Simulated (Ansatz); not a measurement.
# ClH2NZn + H2: a complex and its separated parts

The complex below is one end of an elementary step. How strongly is it bound against its free parts?

The runs use Ansatz 0.2.0, Gaussian basis; PBE0-D4/def2-TZVP structures, single points in def2-TZVPP, no counterpoise correction.

Levels: SPW92, PBE-D4, BLYP-D4, r2SCAN-D4, B97M-V, PBE0-D4, B3LYP-D4, r2SCAN0-D4, BHLYP-D4, CAM-B3LYP-D4, wB97X-V, wB97M-V, B2PLYP, PBE-QIDH, RPA on PBE, Hartree-Fock, MP2, CCSD, CCSD(T).

Cores are frozen in the correlated methods. The 3s and 3p shells of Cu and Zn are frozen; filled d shells are correlated. B3LYP uses VWN-RPA correlation. B2PLYP carries no dispersion term here.

94 further runs of the same task are left out: 94 set aside as unsound or not needed.

## (1) The starting structure

The complex: 7 atoms, charge 0, spin multiplicity 1.

Atoms are counted from 1 here; the program's logs count them from 0.

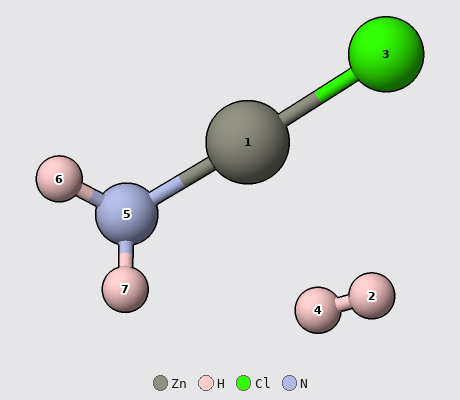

As it starts; zinc grey, hydrogen pink, chlorine green, nitrogen light blue; atoms are numbered from 1 in the order of the file.

Coordinates:

```csv
atom,x (Å),y (Å),z (Å)
Zn1,0.3993,-0.6383,-0.6513
H2,-1.5224,-0.8278,1.3841
Cl3,0.0978,-2.6842,-0.9955
H4,-1.5237,-0.0899,1.2564
N5,0.5617,1.1572,-0.4314
H6,1.1935,1.6241,-1.0681
H7,0.7937,1.4590,0.5058
```

Its parts: ClH2NZn holds atoms 1, 3, 5, 6, 7; H2 holds atoms 2, 4. Each part counts its atoms afresh in its own runs.

## (2) Relaxing ClH2NZn alone

The input, relax-a/in.yaml:

```yaml
crystal:
  periodic: [false, false, false]
  atoms:
    - {symbol: Zn, position_ang: [0.399342, -0.638281, -0.651335]}
    - {symbol: Cl, position_ang: [0.097839, -2.684177, -0.995543]}
    - {symbol: N, position_ang: [0.561732, 1.157204, -0.431365]}
    - {symbol: H, position_ang: [1.193496, 1.624052, -1.068095]}
    - {symbol: H, position_ang: [0.793655, 1.459013, 0.505764]}
basis:
  gaussian: {orbitals: def2-TZVP}
hamiltonian: {xc: pbe0, dispersion: d4}
relax: {f_tol: 0.005, max_steps: 200}
```

Started as:

```sh
$ ansatz run in.yaml --threads 4 --pin off --events-out ev --progress --plain --max-ram 9574MiB
```

The runs that follow: Relaxing H2 alone; SPW92/def2-TZVPP; PBE-D4/def2-TZVPP; BLYP-D4/def2-TZVPP; r2SCAN-D4/def2-TZVPP; B97M-V/def2-TZVPP; PBE0-D4/def2-TZVPP; B3LYP-D4/def2-TZVPP; r2SCAN0-D4/def2-TZVPP; BHLYP-D4/def2-TZVPP; CAM-B3LYP-D4/def2-TZVPP; wB97X-V/def2-TZVPP; wB97M-V/def2-TZVPP; B2PLYP/def2-TZVPP; PBE-QIDH/def2-TZVPP; RPA on PBE/def2-TZVPP; CCSD(T)/def2-TZVPP; Vibrations of ClH2NZn; Vibrations of H2.

Q: Predict the outcome of this session. Wanted: complex less parts, CCSD(T)/def2-TZVPP; with zero-point energy; largest T1 diagnostic.

As calculated:

| quantity | value |
| --- | --- |
| complex less parts, CCSD(T)/def2-TZVPP | -3.8 kJ/mol |
| with zero-point energy | +1.8 kJ/mol |
| largest T1 diagnostic | 0.014 |

In words: At CCSD(T) the complex lies 3.8 kJ/mol below its parts. The functionals run from PBE-QIDH, off by 0.0 kJ/mol, to SPW92, off by -7.5 kJ/mol, against CCSD(T). By rung, the mean size of the error is: LDA 7.5, GGA 1.3, meta-GGA 1.5, hybrid 1.4, range-separated hybrid 1.3, double hybrid 1.1 kJ/mol. PBE-D4 gives a relative energy 1.8 kJ/mol too low, an error of 48 % of the reference. No counterpoise was applied, and triple zeta lacks some correlation, so the CCSD(T) reference has a basis error of its own, and close matches with it are partly luck.
